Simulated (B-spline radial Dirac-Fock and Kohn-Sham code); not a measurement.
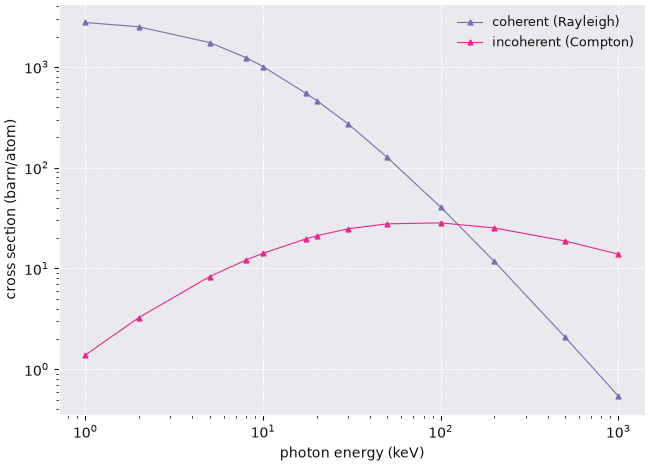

Coherent and incoherent photon scattering cross sections against photon energy, computed at the marked points and joined by straight lines. Species: atomic Dy, configuration [Xe] 4f10 6s2. Computed with a B-spline radial code: Thomson × f² and Klein–Nishina × S on Dirac–Fock densities, without anomalous dispersion.

Q: Where does Compton scattering overtake Rayleigh scattering?

A: Between 100 keV and 200 keV.

Q: What are the two cross sections at 1.000 keV?

A: Coherent 2750 b, incoherent 1.39 b.
